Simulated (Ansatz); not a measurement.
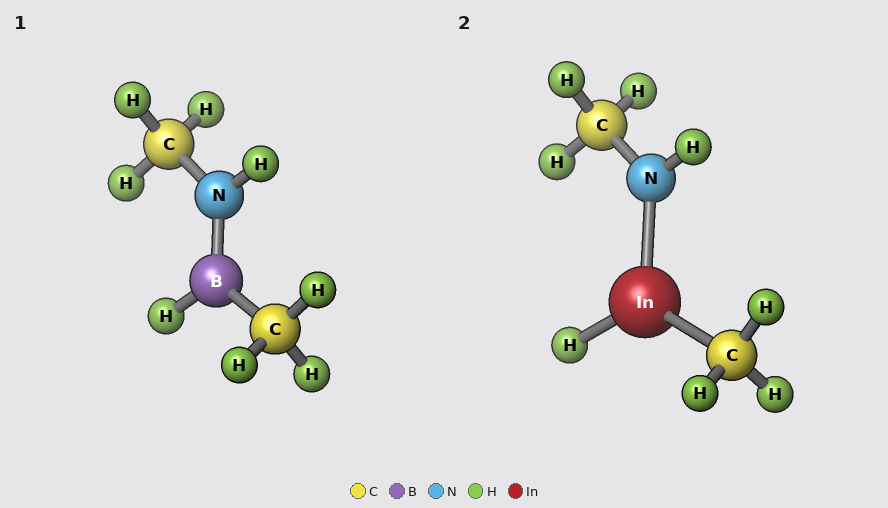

2 molecules with one skeleton, seen from the same side and at one scale. Each species is neutral and a spin singlet. Computed geometries: PBE0-D4/def2-TZVP optimisations, one conformation each. Properties computed with Ansatz 0.2.0. Elements past Kr carry core potentials.

One atom differs, called X below: B in panel 1, In in panel 2. Their formulas are C2H8BN (`CBNC`), C2H8InN (`C[NH][InH][CH3]`).

Question: In which is the HOMO–LUMO gap larger (r2SCAN-D4/def2-TZVPP)?

Answer: In panel 1 (X = B).

Question: In which is the length of X–C larger (PBE0-D4/def2-TZVP)?

Answer: In panel 2 (X = In).

Give the values. With PBE0-D4/def2-TZVP: length of X–C (Å), length of X–H (Å), length of X–N (Å), angle C–X–H (°), dipole moment (D), harmonic zero-point energy (kJ/mol). With r2SCAN-D4/def2-TZVPP: HOMO energy (Kohn–Sham orbital) (eV), HOMO–LUMO gap (eV).

```csv
quantity,1 (B),2 (In),2 − 1
length of X–C (Å),1.569,2.144,+0.575
length of X–H (Å),1.204,1.718,+0.514
length of X–N (Å),1.389,2.018,+0.629
angle C–X–H (°),121.2,131.8,+10.6
dipole moment (D),1.61,0.80,−0.81
harmonic zero-point energy (kJ/mol),275.8,248.8,−27.0
HOMO energy (Kohn–Sham orbital) (eV),−6.50,−5.11,+1.39
HOMO–LUMO gap (eV),6.71,3.94,−2.77
```
